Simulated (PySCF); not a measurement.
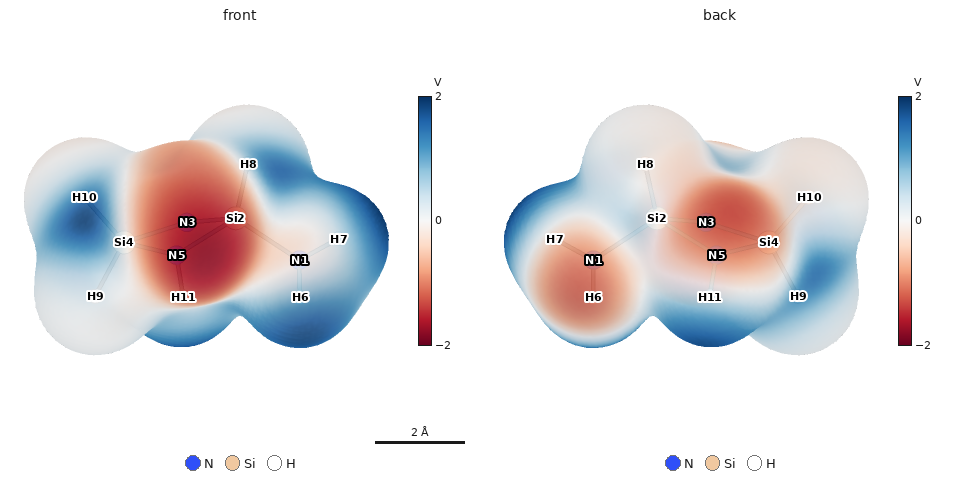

*H6N3Si2 (doublet). The electrostatic potential painted on the density surface at 0.002 e/bohr³, seen from the front and from behind; the colour scale runs from red (negative) to blue (positive).*

Geometry: GFN2-xTB.

Computed with PySCF 2.14.0, density-fitted response routines, UKS B3LYP, pcH-1 on H N Si, non-relativistic, mean-field spin-orbit, GIAO.

Input

```
{"job": {"kind": "epr", "basis": "pcH-1"}, "charge": 0, "multiplicity": 2}
N      2.115339     0.174792     0.123526
Si     0.495168     0.290487     0.675207
N     -0.482381    -1.125757     0.709542
Si    -1.788862    -0.582955    -0.261986
N     -0.641106     0.727469    -0.628075
H      2.355300    -0.573714    -0.506299
H      2.853553     0.317680     0.789826
H      0.418057     1.321291     1.691743
H     -2.099365    -1.418362    -1.413887
H     -2.939116     0.055572     0.358832
H     -0.281164     0.816167    -1.564393
```

Run with:

```sh
OMP_NUM_THREADS=1 python probes_run.py task.json out
```

Question: Where is the surface potential most negative and most positive?

Answer: The most negative region (about −1.7 V, or −39 kcal/mol for a unit charge) lies over N3, the most positive (about +1.9 V, or +44 kcal/mol for a unit charge) over Si4, H6 and H7. N3 is the likeliest acceptor of a hydrogen bond.
